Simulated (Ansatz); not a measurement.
# InHCl (SMILES [Cl][InH]): U-wB97M-V/def2-TZVPP (core potential)

Aim: the vertical doublet–quartet gap of InHCl at U-wB97M-V/def2-TZVPP (core potential), from 2 runs. 

The results are computed with Ansatz 0.2.0.

38 further runs of the same task are left out: 38 set aside as unsound or not needed.

## (1) Starting point

InHCl has 3 atoms, charge 0, and is taken as a doublet. As SMILES, `[Cl][InH]`. The shape is that of a PBE0-D4/def2-TZVP optimisation.

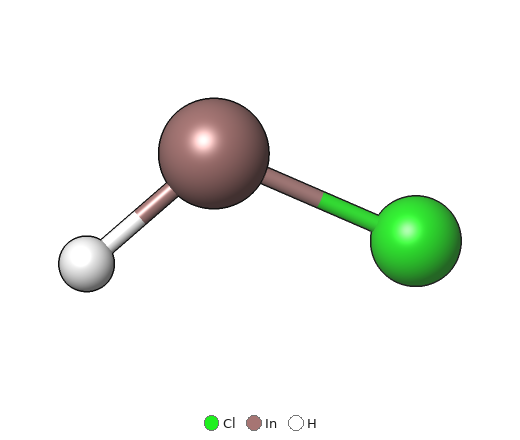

Viewed from a chosen angle; chlorine green, indium brown, hydrogen white.

## (2) The energy at U-wB97M-V/def2-TZVPP (core potential)

The input, input.yaml:

```yaml
crystal:
  periodic: [false, false, false]
  atoms:
    - {symbol: Cl, position_ang: [-1.649800, 0.396800, -0.867400]}
    - {symbol: In, position_ang: [0.409500, 0.542400, 0.286100]}
    - {symbol: H, position_ang: [1.229400, -1.003900, 0.568100]}
basis:
  gaussian:
    orbitals: def2-TZVPP
magnetization:
  spin_polarized: true
  initial_magnetization: 1
hamiltonian:
  xc: {name: wB97M-V}
accuracy: high
output:
  orbitals: {seedname: orbitals}
```

The run is started by

```console
$ ansatz run input.yaml --threads 1 --pin off --max-ram 3480MiB --events-out events.jsonl --progress --plain --runs-dir runs
```

Standard output:

```text
Warning: RAYON_NUM_THREADS=1 ignored (pool sized by the plan → 1); use --threads N
Functional definition: wB97M-V
  name "wB97M-V"
  parameter omega = 0.3/bohr
  parameter cx = 0.15
  parameter cx01 = 1.007
  parameter cx10 = 0.259
  parameter css00 = 0.443
  parameter css04 = -1.437
  parameter css10 = -4.535
  parameter css20 = -3.390
  parameter css43 = 4.278
  parameter cos00 = 1.000
  parameter cos10 = 1.358
  parameter cos20 = 2.924
  parameter cos21 = -8.812
  parameter cos60 = -1.390
  parameter cos61 = 9.142
  parameter b = 6.0
  parameter c = 0.01
  gx(w, u) = 1 - cx + cx01*u + cx10*w
  gss(w, u) = css00 + css04*u^4 + css10*w + css20*w^2 + css43*w^4*u^3
  gos(w, u) = cos00 + cos10*w + (cos20 + cos21*u)*w^2 + (cos60 + cos61*u)*w^6
  exchange = spin_sum(e_x_unif_sr(omega)*gx(b97_w, b97_u_x)) + cx*exact_x_sr(omega) + exact_x_lr(omega)
  correlation = spin_sum(e_c_pw_mod_same_spin*gss(b97_w, b97_u_same))
      + integral(e_c_pw_mod_opposite_spin*gos(b97_w_opposite, b97_u_opposite)) + vv10(b, c)
1766 factors; integrals over basis functions are off by at most 3.3e-9 eV
349 factors; integrals over basis functions are off by at most 1.8e-9 eV
mean field evaluation 1: about -17710.2990 eV, gradient 1.3e1 eV
mean field evaluation 2: about -17710.8907 eV, gradient 1.2e1 eV
mean field evaluation 4: about -17711.4550 eV, gradient 4.8e-1 eV
mean field evaluation 8: about -17711.4856 eV, gradient 1.1e-1 eV
mean field evaluation 16: about -17711.4860 eV, gradient 3.1e-4 eV
mean field -17711.48603588 eV, -650.8851065421 hartree, gradient 5.8e-8 eV, S^2 0.756373; 0 other end points of the search recorded, 0 dependent functions left out
reference -17711.48604062 eV, -650.8851067164 hartree; 20, 19 occupied and 86, 87 virtual orbitals, 1766 factors
Total energy: -17711.48604062 eV, -650.8851067164 hartree
```

It took 72 s on 1 thread of Arm Neoverse V2, shared host; peak memory 0.89 GiB.

## (3) The quartet

The input, run.yaml:

```yaml
crystal:
  periodic: [false, false, false]
  atoms:
    - {symbol: Cl, position_ang: [-1.649800, 0.396800, -0.867400]}
    - {symbol: In, position_ang: [0.409500, 0.542400, 0.286100]}
    - {symbol: H, position_ang: [1.229400, -1.003900, 0.568100]}
basis:
  gaussian:
    orbitals: def2-TZVPP
magnetization:
  spin_polarized: true
  initial_magnetization: 3
hamiltonian:
  xc: {name: wB97M-V}
accuracy: high
output: {orbitals: {seedname: orbitals}}
```

The run is started by

```console
$ ansatz run run.yaml --threads 1 --pin off --max-ram 3480MiB --events-out events.jsonl --progress --plain --runs-dir runs
```

Standard output, shortened:

```text
Warning: RAYON_NUM_THREADS=1 ignored (pool sized by the plan → 1); use --threads N
Functional definition: wB97M-V
  name "wB97M-V"
[...]
  gx(w, u) = 1 - cx + cx01*u + cx10*w
  gss(w, u) = css00 + css04*u^4 + css10*w + css20*w^2 + css43*w^4*u^3
  gos(w, u) = cos00 + cos10*w + (cos20 + cos21*u)*w^2 + (cos60 + cos61*u)*w^6
[...]
      + integral(e_c_pw_mod_opposite_spin*gos(b97_w_opposite, b97_u_opposite)) + vv10(b, c)
1766 factors; integrals over basis functions are off by at most 3.3e-9 eV
349 factors; integrals over basis functions are off by at most 1.8e-9 eV
[...]
mean field -17706.27921796 eV, -650.6937595130 hartree, gradient 4.4e-8 eV, S^2 3.765340; 3 other end points of the search recorded, 0 dependent functions left out
reference -17706.27922146 eV, -650.6937596414 hartree; 21, 18 occupied and 85, 88 virtual orbitals, 1766 factors
Total energy: -17706.27922146 eV, -650.6937596414 hartree
```

Run time: 2.4 min. Hardware: 1 thread of Arm Neoverse V2, shared host; peak memory 0.9 GiB.

## (4) What came out

Level: U-wB97M-V/def2-TZVPP (core potential).

| quantity | value |
| --- | --- |
| doublet: total energy | -650.88511 Eh |
| doublet: HOMO energy (highest over α and β) | -8.30 eV |
| doublet: LUMO energy (lowest over α and β) | -1.82 eV |
| doublet: ⟨S²⟩ | 0.756 |
| quartet: total energy | -650.69376 Eh |
| quartet: HOMO energy (highest over α and β) | -5.80 eV |
| quartet: LUMO energy (lowest over α and β) | -5.62 eV |
| quartet: ⟨S²⟩ | 3.765 |
| vertical energy of the quartet above the doublet | 5.207 eV |

In words: At this shape the quartet lies 5.21 eV (120 kcal/mol) above the doublet.
